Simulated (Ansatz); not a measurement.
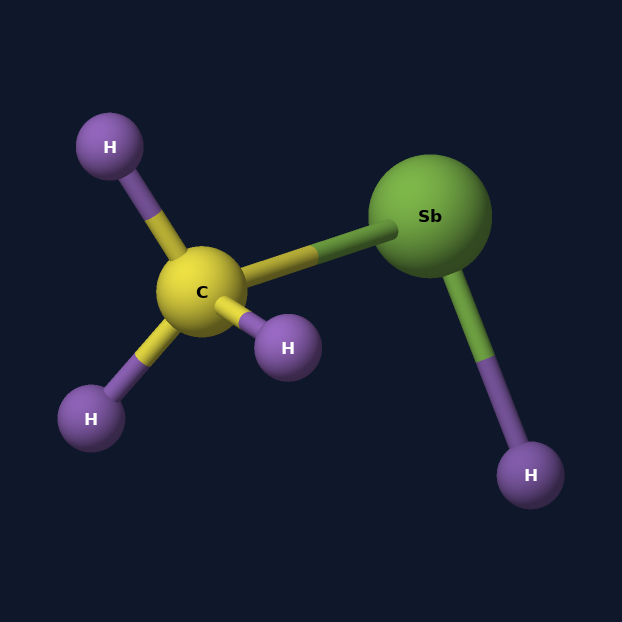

Every bond is drawn as one stick, whatever its order.

State: neutral, doublet. The geometry was computed by an optimisation with PBE0-D4/def2-TZVP.

Describe the molecule.

The molecule is CH4Sb. SMILES: `[CH3][SbH]`. This geometry has Cs symmetry. It is an open-shell species. Coordination: 1 C tetrahedral; 1 Sb bent.

More results for the same structure follow; atom numbers are the same in all pictures, views and colours differ.

Shape

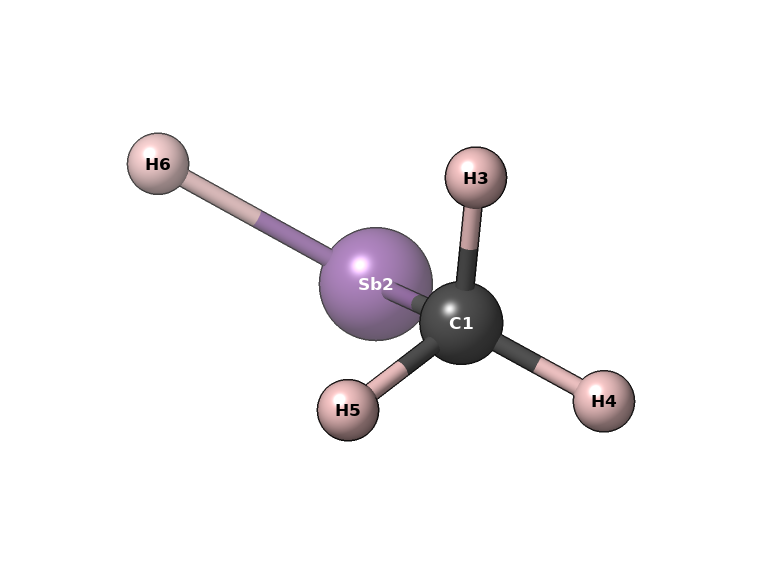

Sb2 lies behind C1. The molecule seen a little off the C1–Sb2 bond, C1 in front. Depth is shown by fading: the farther an atom, the more it takes the colour of the background.

What is the torsion angle H3–C1–Sb2–H6? The sign is positive where the front bond must turn clockwise to cover the back bond.

−60°, synclinal (gauche).

Levels of theory compared

Program: Ansatz 0.2.0.

Tabulate dipole (D), HOMO energy (eV) at these levels: B3LYP-D4/def2-TZVPP; PBE-D4/def2-TZVPP; r2SCAN-D4/def2-TZVPP; ωB97M-V/def2-TZVPP.

```
               level  dipole (D)  HOMO energy (eV)
 B3LYP-D4/def2-TZVPP        0.71             −5.61
   PBE-D4/def2-TZVPP        0.76             −4.86
r2SCAN-D4/def2-TZVPP        0.80             −5.23
  ωB97M-V/def2-TZVPP        0.68             −7.87
```

Thermal motion

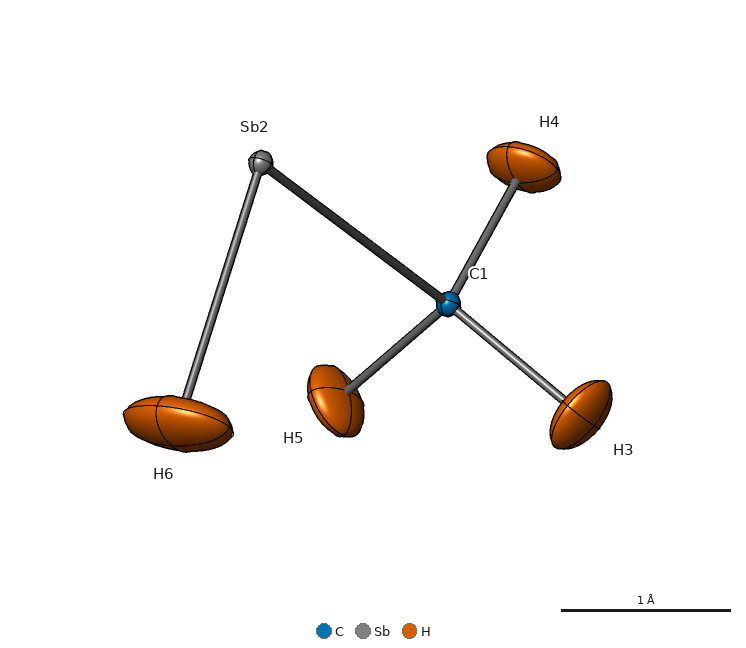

Displacement ellipsoids at the 50 % level, from the internal vibrations of the free molecule (harmonic, no overall translation or rotation; no half-axis is drawn under 0.075 Å). Vibrations computed with UKS PBE0-D4/def2-TZVP, core potentials on Sb (Ansatz 0.2.0). Temperature: 0 K (zero-point motion alone).

Give the displacement parameters, one line for each set of equivalent atoms.

```tsv
atom	U_eq (Å²)	rms amplitudes (Å)
C1	0.00094	0.018, 0.019, 0.046
Sb2	0.00001	0.001, 0.002, 0.006
H3, H5	0.0164	0.072, 0.137, 0.159
H4	0.0159	0.072, 0.135, 0.155
H6	0.0301	0.093, 0.161, 0.236
```

Charges

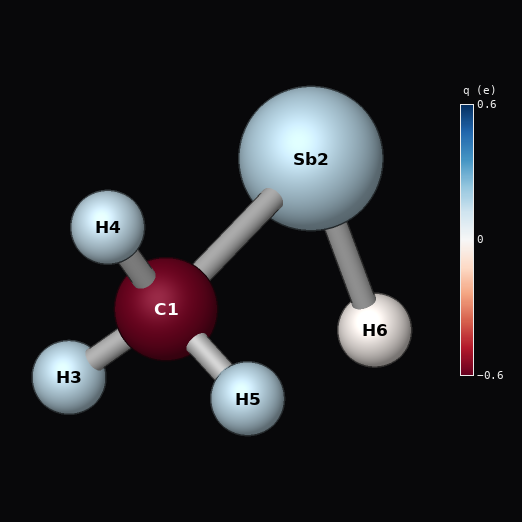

Atoms are coloured by their Mulliken charges. Properties computed with UKS PBE0-D4/def2-TZVP, core potentials on Sb (Ansatz 0.2.0).

Which atom carries the highest charge (most positive or least negative)?

Sb2 (0.16 e).

And the lowest?

C1 (−0.58 e).

List the Mulliken charges.

| atom | value (e) |
| --- | --- |
| C1 | −0.58 |
| Sb2 | 0.16 |
| H3 | 0.15 |
| H4 | 0.14 |
| H5 | 0.15 |
| H6 | −0.03 |

Mulliken values depend strongly on the basis set and can even reverse the polarity of a bond.
